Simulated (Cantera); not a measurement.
Feed: 1 mol C2H6, 0.89 mol NH3, held at 4.60 mbar.

These are equilibrium values from Cantera (NASA tables, ideal gas, pure condensed phases), not measurements of a reactor. Candidate condensed phases: C, C6H6, C7H8, C8H18; 92 gas species. The numbers say what is thermodynamically allowed, not how fast it happens.

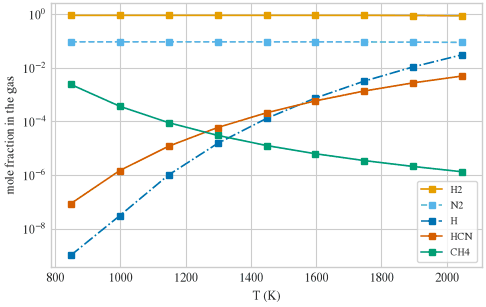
Figure. Equilibrium gas composition (values under 1e-9 drawn at 1e-9)

From 848 K to 2048 K the condensed part is C(graphite). The main C-bearing gas is CH4 at 848 K and HCN at 2048 K.
